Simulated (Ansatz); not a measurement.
## TaNH4F4: geometry relaxation (part 1 of 2)

TaNH4F4, computed with RKS r2SCAN-D4/def2-SVP (Ansatz 0.2.0).

The input holds or restrains some coordinates. It belongs to a series of runs on one base structure; here: pulled along the bonds that form and break, towards end A. Figures and captions count atoms from 1; the log counts them from 0 in places.

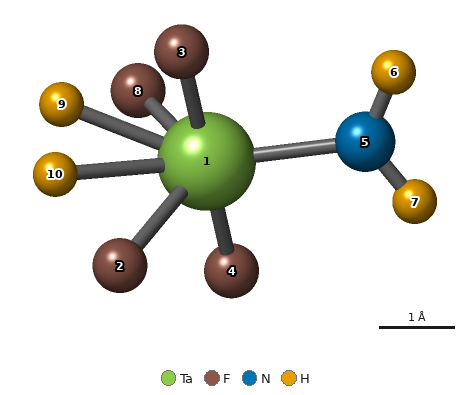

**Figure 1.** The starting structure (ball-and-stick view, seen at a tilt; atoms are numbered from 1 in the order of the input). Sticks mark near contacts. Bond lengths as drawn: F–Ta 1.93 to 2.28 Å, H–N 1.06 Å, H–Ta 2.10 to 2.22 Å and N–Ta 2.16 Å.

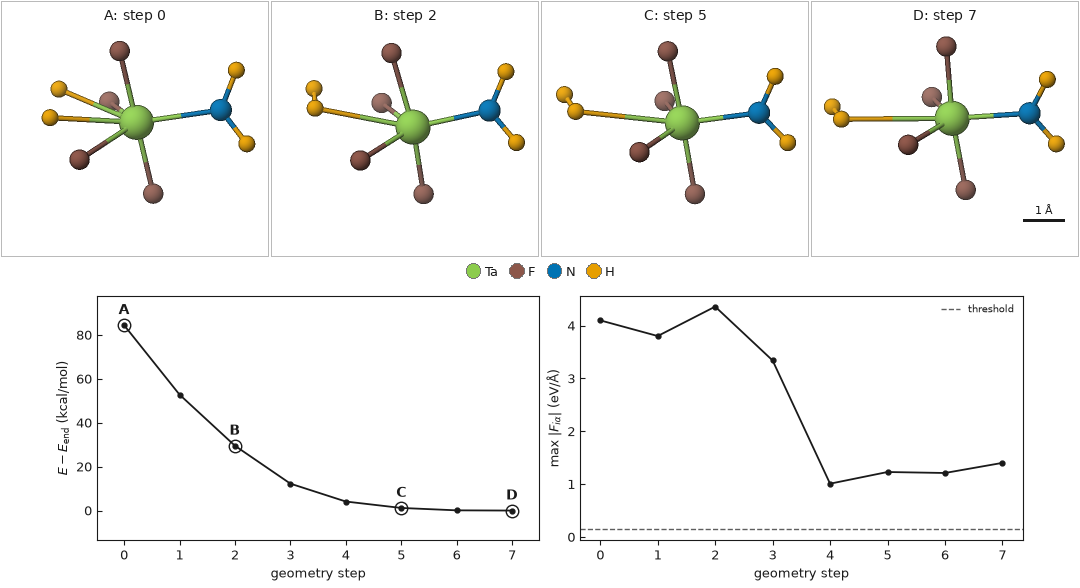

**Figure 2.** Frames of the restrained relaxation (ball-and-stick view, seen on its broad side) above the curves, on which the letters mark them (the first geometry is step 0 here and step 1 in the log).

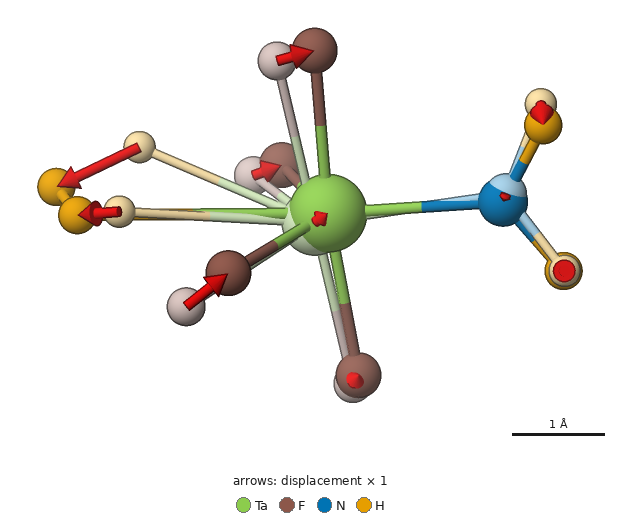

**Figure 3.** Start (faint) and end (solid) with the displacements as red arrows, at true length (ball-and-stick view, seen on its broad side). The two geometries are laid on each other by the best rigid fit. Over 7 geometry steps the energy falls by 84.5 kcal/mol. Largest force component: 4.1 eV/Å at the start, 1.4 eV/Å at the end. H9 moves most after the best rigid fit: 1.01 Å. Largest moves by element: H 1.01 Å, F 0.59 Å, Ta 0.19 Å, N 0.09 Å. Among the contacts that change: Ta1–H9 2.100 → 2.998 Å, Ta1–H10 2.221 → 2.745 Å, H9–H10 1.149 → 0.718 Å, Ta1–F2 2.280 → 1.909 Å. New bonds form: H9–H10 (1.15 → 0.72 Å). Bonds break: Ta1–H9 (2.10 → 3.00 Å). Among the angles that change: F3–Ta1–H10 69.6° → 84.3°, N5–Ta1–H10 149.1° → 163.5°, F2–Ta1–H10 40.9° → 50.6°. (Atoms are counted from 1 in the order of the input.)

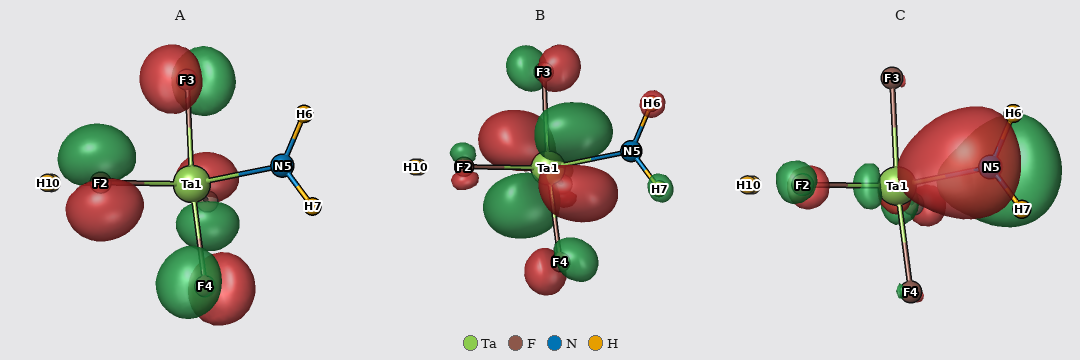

**Figure 4.** Three frontier orbitals at ±0.15 Å⁻³ᐟ² (green and red are the two phases). A is the HOMO−1 (−9.96 eV). C is the HOMO (−7.81 eV). B is the LUMO (−3.21 eV). It lies mainly on Ta1 (70 %), F4 (10 %) and F3 (10 %). The HOMO–LUMO gap is 4.60 eV between the orbital energies.

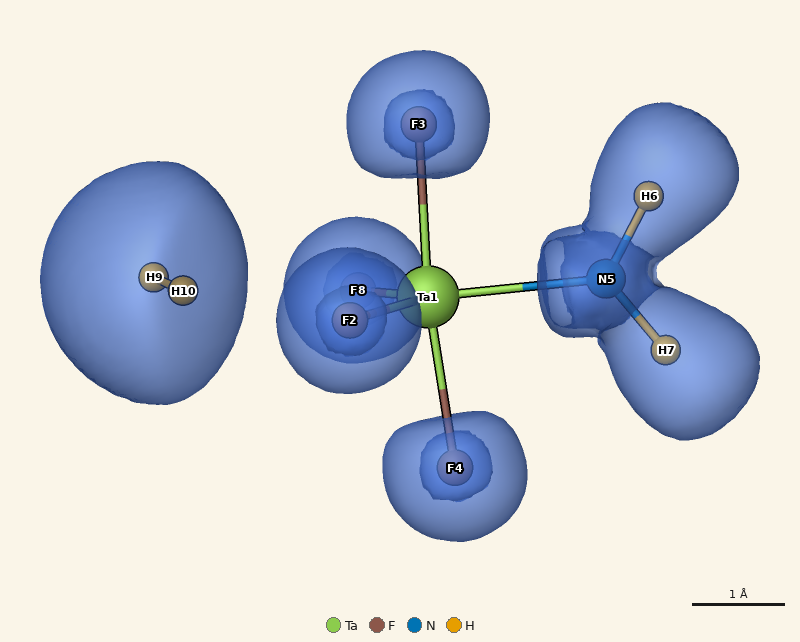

**Figure 5.** Isosurface of the ELF at 0.75 (blue), seen face on. Only the valence region is drawn (cores and ρ < 0.01 e/Å³ removed). Profiles from the grid: Ta1···H10 (2.74 Å): the ELF is only about 0.05 between them (a non-bonded, intermolecular contact). Ta–F (1.88 Å): the ELF peaks at about 0.85 in the valence shell of F, 0.5 Å from its nucleus, and drops to about 0.20 between the two atoms.

These pictures come from the run below.

## Input
```yaml
crystal:
  periodic: [false, false, false]
  atoms:
    - { symbol: Ta, position_ang: [0.0, 0.0, 0.0] }
    - { symbol: F, position_ang: [2.28, 0.0, 0.0] }
    - { symbol: F, position_ang: [0.0, 0.0, 1.93] }
    - { symbol: F, position_ang: [0.0, 0.0, -1.93] }
    - { symbol: "N", position_ang: [-1.08, 1.8706, 0.0] }
    - { symbol: H, position_ang: [-1.6414, 2.1584, 0.8518] }
    - { symbol: H, position_ang: [-1.0486, 2.5007, -0.8518] }
    - { symbol: F, position_ang: [-0.965, -1.6714, 0.0] }
    - { symbol: H, position_ang: [0.6622, -1.6867, 1.0613] }
    - { symbol: H, position_ang: [1.6779, -1.2317, 0.775] }
basis:
  gaussian: { orbitals: def2-SVP }
hamiltonian:
  xc: r2scan
  dispersion: d4
relax:
  f_tol: 0.15
  max_steps: 25
  restrain:
    - { distance: [0, 8], at: 3.0, k: 30.0 }
    - { distance: [9, 1], at: 2.12, k: 30.0 }
    - { distance: [0, 1], at: 1.93, k: 30.0 }
    - { distance: [9, 8], at: 0.66, k: 30.0 }
output:
  orbitals: {}
```

Command:
```bash
ansatz run input.yaml --threads 4 --pin off --max-ram 5120MiB --backend cpu --events-out ev --progress --plain --runs-dir out
```

## The program's output
```
The last accepted step is kept in [file] (removed where the run ends without a failure and the disk answers)
Engine: ansatz 0.2.0, aarch64-unknown-linux-gnu
Functional definition: r2SCAN
  parameter k0 = 0.174
  parameter k1 = 0.065
  parameter a1 = 4.9479
  exchange = r2scan_x(k0 = k0, k1 = k1, a1 = a1)
  correlation = r2scan_c
1300 factors; their error is unknown
mean field evaluation 1: about -13948.9082 eV, gradient 9.0e1 eV
mean field evaluation 2: about -13641.5069 eV, gradient 3.5e2 eV
mean field evaluation 4: about -13961.1445 eV, gradient 4.4e1 eV
mean field evaluation 8: about -13964.6168 eV, gradient 3.3e-1 eV
mean field evaluation 16: about -13964.5482 eV, gradient 1.7e-2 eV
mean field -13964.54817754 eV, -513.1876800138 hartree, gradient 5.9e-5 eV, S^2 0.000000; 0 other end points of the search recorded, 0 dependent functions left out
the calculation of the forces begins
reference -13964.54820092 eV, -513.1876808732 hartree; 30, 30 occupied and 92, 92 virtual orbitals, 1300 factors
relax step   1: F+E_penalty+E_count = -13964.59050048 eV  Δ(F+E_penalty+E_count) = +0.000e0 eV  max|allowed force component| = 4.100e0 eV/Å  E_restraint = 22.03565100 eV  max|allowed force component, restraints' pulls added| = 2.559e1 eV/Å  Δτ_max = 0.0000 Å  (34 SCF iters, accepted)
  distance Ta 0 - H 8 = 2.1000 Å
  distance H 9 - F 1 = 1.5749 Å
  distance Ta 0 - F 1 = 2.2800 Å
  distance H 9 - H 8 = 1.1492 Å
these checks for a lower state are left out or cut short: starts, cluster_reference, orbital_swaps, neighbouring_geometries, increment
1300 factors; their error is unknown
mean field evaluation 32: about -13965.9184 eV, gradient 1.5e-5 eV
mean field -13965.91843045 eV, -513.2380358796 hartree, gradient 1.5e-5 eV, S^2 0.000000; 0 other end points of the search recorded, 0 dependent functions left out
the calculation of the forces begins
reference -13965.91845380 eV, -513.2380367376 hartree; 30, 30 occupied and 92, 92 virtual orbitals, 1300 factors
relax step   2: F+E_penalty+E_count = -13965.96204337 eV  Δ(F+E_penalty+E_count) = -1.372e0 eV  max|allowed force component| = 3.804e0 eV/Å  E_restraint = 9.56393015 eV  max|allowed force component, restraints' pulls added| = 1.552e1 eV/Å  Δτ_max = 0.1949 Å  (44 SCF iters, accepted)
  distance Ta 0 - H 8 = 2.3756 Å
  distance H 9 - F 1 = 1.7822 Å
  distance Ta 0 - F 1 = 2.1884 Å
  distance H 9 - H 8 = 0.9186 Å
these checks for a lower state are left out or cut short: starts, cluster_reference, orbital_swaps, neighbouring_geometries, increment
1300 factors; their error is unknown
mean field -13966.93130239 eV, -513.2752582368 hartree, gradient 1.8e-5 eV, S^2 0.000000; 0 other end points of the search recorded, 0 dependent functions left out
the calculation of the forces begins
reference -13966.93132566 eV, -513.2752590920 hartree; 30, 30 occupied and 92, 92 virtual orbitals, 1300 factors
relax step   3: F+E_penalty+E_count = -13966.97227112 eV  Δ(F+E_penalty+E_count) = -1.010e0 eV  max|allowed force component| = 4.360e0 eV/Å  E_restraint = 2.30318506 eV  max|allowed force component, restraints' pulls added| = 8.130e0 eV/Å  Δτ_max = 0.1943 Å  (36 SCF iters, accepted)
  distance Ta 0 - H 8 = 2.6416 Å
  distance H 9 - F 1 = 2.0360 Å
  distance Ta 0 - F 1 = 2.0426 Å
  distance H 9 - H 8 = 0.7332 Å
these checks for a lower state are left out or cut short: starts, cluster_reference, orbital_swaps, neighbouring_geometries, increment
1300 factors; their error is unknown
mean field -13967.67946205 eV, -513.3027525971 hartree, gradient 9.2e-6 eV, S^2 0.000000; 0 other end points of the search recorded, 0 dependent functions left out
the calculation of the forces begins
reference -13967.67948512 eV, -513.3027534451 hartree; 30, 30 occupied and 92, 92 virtual orbitals, 1300 factors
relax step   4: F+E_penalty+E_count = -13967.72094172 eV  Δ(F+E_penalty+E_count) = -7.487e-1 eV  max|allowed force component| = 3.341e0 eV/Å  E_restraint = 0.42085473 eV  max|allowed force component, restraints' pulls added| = 3.351e0 eV/Å  Δτ_max = 0.1948 Å  (37 SCF iters, accepted)
  distance Ta 0 - H 8 = 2.8457 Å
  distance H 9 - F 1 = 2.1248 Å
  distance Ta 0 - F 1 = 1.9382 Å
  distance H 9 - H 8 = 0.7244 Å
these checks for a lower state are left out or cut short: starts, cluster_reference, orbital_swaps, neighbouring_geometries, increment
1300 factors; their error is unknown
mean field -13968.03277657 eV, -513.3157366664 hartree, gradient 8.6e-6 eV, S^2 0.000000; 0 other end points of the search recorded, 0 dependent functions left out
the calculation of the forces begins
reference -13968.03279955 eV, -513.3157375107 hartree; 30, 30 occupied and 92, 92 virtual orbitals, 1300 factors
relax step   5: F+E_penalty+E_count = -13968.07439648 eV  Δ(F+E_penalty+E_count) = -3.535e-1 eV  max|allowed force component| = 1.009e0 eV/Å  E_restraint = 0.09503943 eV  max|allowed force component, restraints' pulls added| = 7.849e-1 eV/Å  Δτ_max = 0.1944 Å  (36 SCF iters, accepted)
  distance Ta 0 - H 8 = 2.9935 Å
  distance H 9 - F 1 = 2.1565 Å
  distance Ta 0 - F 1 = 1.9013 Å
  distance H 9 - H 8 = 0.7243 Å
these checks for a lower state are left out or cut short: starts, cluster_reference, orbital_swaps, neighbouring_geometries, increment
1300 factors; their error is unknown
mean field evaluation 64: about -13968.1596 eV, gradient 9.0e-6 eV
mean field -13968.15959839 eV, -513.3203972820 hartree, gradient 9.0e-6 eV, S^2 0.000000; 0 other end points of the search recorded, 0 dependent functions left out
the calculation of the forces begins
reference -13968.15962155 eV, -513.3203981332 hartree; 30, 30 occupied and 92, 92 virtual orbitals, 1300 factors
```
